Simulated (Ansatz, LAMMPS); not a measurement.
# Glassy Na2MgSi3O8 (112 atoms): a short ab initio trajectory, part 2 of 2

How do the atoms of glassy Na2MgSi3O8 (112 atoms) move, and what local order do they keep?

Ansatz 0.2.0; Kohn-Sham DFT, LDA, PAW (set soft_2), plane waves.

The cell: 8 Mg, 16 Na, 64 O and 24 Si. The quench rate of 10 K/ps far exceeds what a furnace or splat quench reaches. The starting topology of bonds comes from the classical model. Sampling is at Γ alone, for a cell whose shortest periodic width is 11 Å.

So far, density (g/cm³): step 4 (structure statistics late in the run) 2.59.

### 5. Single point at the last frame

The last frame is solved once more, with the analyses that the dynamics left out.

input.yaml reads:

```yaml
crystal:
  lattice:
    - [11.31113, 0.0, 0.0]
    - [0.0, 11.31113, 0.0]
    - [0.0, 0.0, 11.31113]
  atoms:
    - { symbol: Mg, position: [0.40675, 0.71697, 0.057] }
    - { symbol: Mg, position: [0.97802, 0.3505, 0.14006] }
    - { symbol: Mg, position: [0.51774, 0.37654, 0.45717] }
    - { symbol: Mg, position: [0.86534, 0.32207, 0.85372] }
    [... 102 atom lines left out ...]
    - { symbol: Si, position: [0.89338, 0.18783, 0.38867] }
    - { symbol: Si, position: [0.22186, 0.1025, 0.09951] }
    - { symbol: Si, position: [0.11029, 0.05614, 0.47575] }
    - { symbol: Si, position: [0.31502, 0.49572, 0.30082] }
    - { symbol: Si, position: [0.80526, 0.62163, 0.88786] }
    - { symbol: Si, position: [0.59269, 0.3089, 0.75247] }
kpoints:
  mp_grid: { grid: [1, 1, 1] }
hamiltonian:
  xc: lda
scf:
  occupations: { method: fixed }
output:
  forces: true
  stress: true
  populations: true
  dos:
    method: { smearing: { sigma: 0.1 } }
    de: 0.1
    projected: { site_lists: { Mg: [Mg], Na: [Na], O: [O], Si: [Si] } }
  eigenvalues: true
  write_density: true
  write_potential: true
  volumetric_format: npy
  elf: true
```

On the command line:

```
$ ansatz run input.yaml --threads 4 --pin off --max-ram 8192MiB --backend cpu --events-out ev --progress --plain --runs-dir out
```

Elapsed: 31 s, on 4 threads of Arm Neoverse V2, shared host; peak memory 2 GiB.

The run gave:

```
free energy                                      : -88944.3010 eV
free energy per atom                             : -794.1455 eV/atom
SCF cycles                                       : 11
pressure                                         : -3.549 GPa
r.m.s. force component                           : 0.8746 eV/Å
longest force                                    : 3.604 eV/Å
Fermi energy                                     : 4.157 eV
gap (highest filled to lowest empty level) : 2.672 eV
spilling of the projection                       : 0.01012
```

Neighbours are counted within 2.16 Å (O-Si), 2.73 Å (O-Na), 2.75 Å (O-Mg), the cutoffs taken from the dynamics.

Length of the force by element and coordination:

```csv
element,coordination,atoms,mean length of the force (eV/Å),spread,least,most
Mg,all,8,1.10,0.550,0.336,2.02
Mg,4,6,1.01,0.478,0.336,1.60
Mg,5,2,1.36,0.658,0.699,2.02
Na,all,16,0.442,0.285,0.112,1.25
Na,3,4,0.288,0.0969,0.178,0.405
Na,4,9,0.512,0.337,0.112,1.26
Na,5,2,0.481,0.205,0.276,0.686
Na,6,1,0.342,0,0.342,0.342
O,all,64,1.29,0.653,0.215,3.06
O,2,17,1.37,0.670,0.242,2.61
O,3,30,1.13,0.558,0.215,2.26
O,4,15,1.39,0.675,0.338,3.06
O,5,2,2.25,0.574,1.67,2.82
Si,all,24,1.97,0.750,0.804,3.60
```

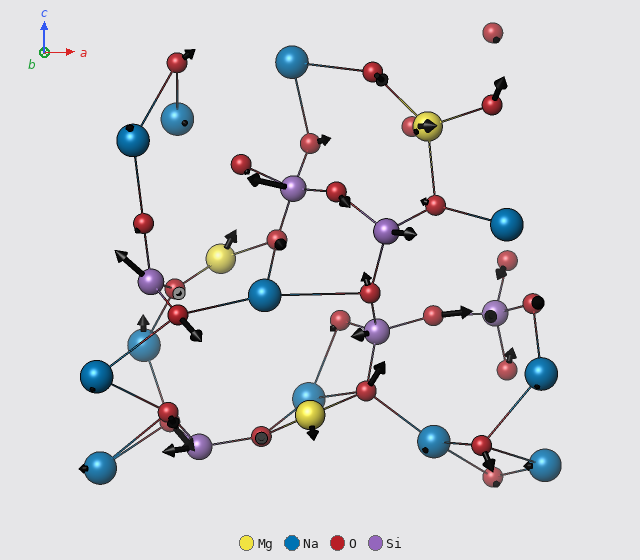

Forces as arrows; the longest in the cell is 3.60 eV/Å. Drawn is a slice 4 Å thick, seen along the normal of the ac plane. Bonds to atoms that aren't drawn are left out.

Löwdin charges by element and coordination (they lack the spilled electrons, 0.064 e an atom on average):

```csv
element,coordination,atoms,mean charge (e),spread,least,most
Mg,all,8,1.61,0.0121,1.60,1.64
Mg,4,6,1.62,0.0112,1.60,1.64
Mg,5,2,1.60,4.0e-4,1.60,1.60
Na,all,16,0.779,0.0131,0.755,0.803
Na,3,4,0.772,0.0123,0.755,0.790
Na,4,9,0.782,0.0087,0.772,0.798
Na,5,2,0.769,0.0138,0.755,0.783
Na,6,1,0.803,0,0.803,0.803
O,all,64,-0.892,0.121,-1.30,-0.740
O,2,17,-0.784,0.0517,-0.984,-0.740
O,3,30,-0.906,0.128,-1.30,-0.769
O,4,15,-0.974,0.0702,-1.06,-0.784
O,5,2,-0.987,0.0358,-1.02,-0.952
Si,all,24,1.62,0.0583,1.49,1.73
```

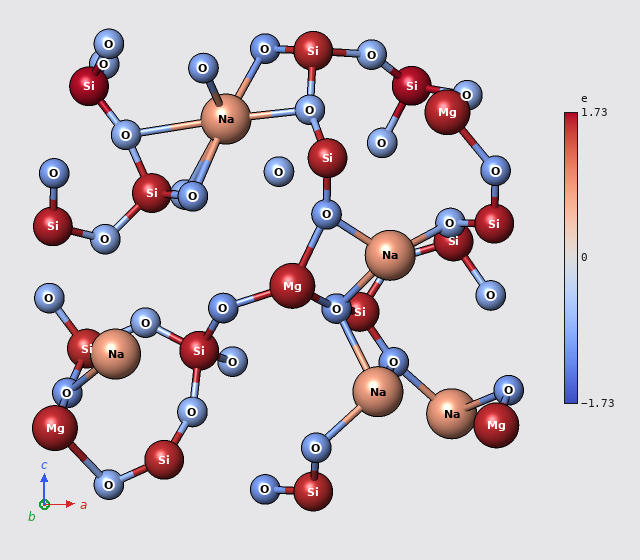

Atoms coloured by Löwdin charge. Drawn is a slice 4 Å thick, seen along the normal of the ac plane. Bonds to atoms that aren't drawn are left out.

Density of states as counts of states in windows of 1 eV (from the Fermi level), total and the larger projections:

```csv
from (eV),to (eV),total,O p,Si p
-10,-9,12.3,8.4,1.1
-9,-8,14.7,10.4,2.0
-8,-7,19.9,14.8,3.4
-7,-6,19.3,14.6,2.9
-6,-5,41.5,33.2,4.0
-5,-4,56.9,48.7,3.9
-4,-3,64.9,58.7,2.4
-3,-2,67.4,62.8,1.7
-2,-1,58.1,55.3,1.0
-1,0,20.8,19.8,0.2
0,1,0.9,0.8,0.0
1,2,0.0,0.0,0.0
2,3,2.0,0.0,0.0
3,4,0.7,0.1,0.1
4,5,13.7,1.7,1.7
```

With fixed occupations the program's Fermi level is the highest filled level; weight inside the gap is the broadening of levels at its edges.

Between -26 and -10 eV lie 231 more states.

The stored curve holds about 608 of the 704 electrons; the rest, give or take the few that broadening carries across the Fermi level, lie in deeper levels below its range.

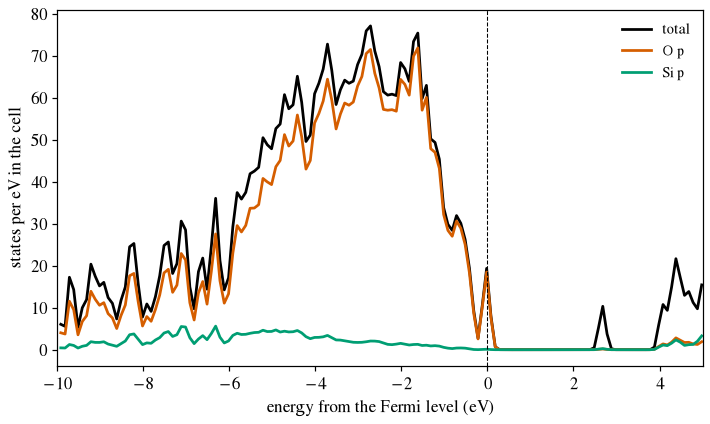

Total and projected density of states, with the broadening of the input.

The levels nearest the highest filled one (over half full), pooled over k-points and spins:

```csv
level less the highest filled one (eV),occupation
-0.649,2
-0.517,2
-0.498,2
-0.371,2
-0.0559,2
0,2
2.67,0
4.06,0
4.26,0
4.40,0
4.43,0
4.61,0
```

Mean Löwdin charges: Mg +1.61, Na +0.78, O -0.89, Si +1.62 e (they miss 1.0 % of the electrons, so they add up to more than the cell's charge).

### 6. Results

- mean temperature, second half: 376.2 K
- temperature swing, second half: 32.69 K
- slope of the conserved energy against time, by least squares: -0.2848 meV/atom/ps
- free energy per atom: -794.1455 eV/atom
- pressure: -3.549 GPa
- r.m.s. force component: 0.8746 eV/Å
- gap (highest filled to lowest empty level): 2.672 eV
- wall time of the 3 DFT runs: 32 min

In words: Over the second half of 198 fs the temperature averages 376 K, falling from about 406 to 337 K (means over the first and last quarter of that half). The conserved energy stays within 0.18 meV/atom. The mean temperature of 376 K lies well off the 300 K of the input, so the thermostat hasn't yet brought the run to equilibrium. The count of bonds goes from 195 in the first frame to 194 in the last, by one set of cutoffs: 13 pairs passed out of them and 12 came within. The run spans 0.20 ps, too short for its means to be equilibrium values. With the cutoffs above, 75 % of Mg atoms have 4, 56 % of Na atoms have 4, 47 % of O atoms have 3 and all Si atoms have 4 bonded neighbours. 52 % of the oxygens bridge two formers (Si) and 47 % are non-bridging; 2 % join none.

The highest filled and lowest empty levels differ by 2.67 eV (at Γ alone); a local or semilocal functional tends to put such gaps too low. In a disordered cell it changes from sample to sample, and tail or defect levels can set it.

What to keep in mind: The starting topology of bonds comes from the classical model; in DFT 13 of its 195 bonded pairs passed out of the cutoffs and 12 came within them. The stress is far from hydrostatic: its diagonal is -0.4, -6.4, -3.9 GPa, compression counted positive. The pressure of -3.5 GPa is that of one thermal frame at a volume set beforehand, without the kinetic term.

Calculation beside experiment:

```csv
quantity,measured,this cell,difference,method of the measurement
number of O about Mg,4.5,4.25,-5.6 %,25Mg MAS/3QMAS NMR (35.2 T)
```

The cell differs from the measured neighbour counts by up to 5.6 %. The network comes from the model that made the cell; in DFT 13 of its 195 bonded pairs passed out of the cutoffs and 12 came within them. Our coordination numbers hang on a cutoff, and experiments count neighbours in their own ways.

[Logs are printed without paths, hosts, clocks, repeated set-up lines and the standing remarks that a program may print on its own settings, such as how far it seeks lower states.]

[Hosts, paths, dates, database ids (printed as entryN), source tags and the programs' standing remarks are cut or masked in the printed files.]
